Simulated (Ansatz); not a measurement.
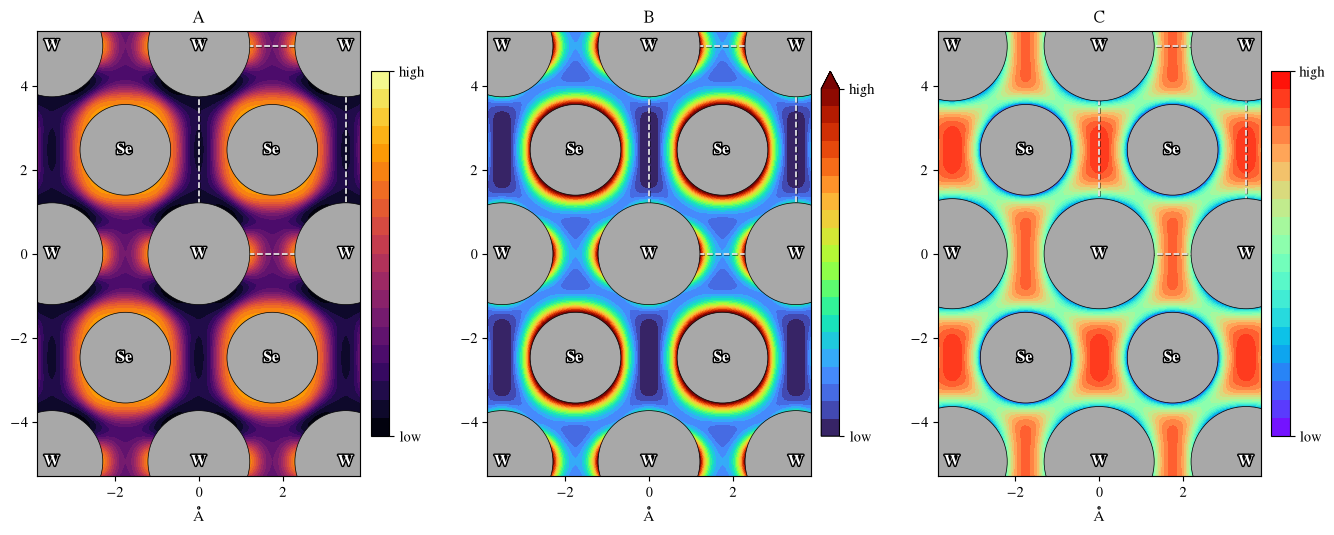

WSe: 3 fields on the (101) plane of the conventional cell, with unlabelled colour scales. Grey discs cover the atomic cores.

Space group Pm-3m; started from the CsCl (B2) prototype, which need not be the ambient phase; computed pressure about −7 GPa in this cell; Hubbard U of 6.2 eV on W d only.

Level of theory: DFT PBE+U, scalar-relativistic, plane waves, PAW in Ansatz.

Question: The panels show electron localisation function, electrostatic potential energy of an electron and valence pseudo-density in some order. Assign them.

Answer: Panel A: electron localisation function. Panel B: valence pseudo-density. Panel C: electrostatic potential energy of an electron (low next to the atoms, rising into the space between them). From the grid: W–Se (3.03 Å): ρ is about 0.19 e/Å³ halfway, with its minimum of 0.16 e/Å³ about 1.3 Å from W; the ELF is about 0.30 at the midpoint.
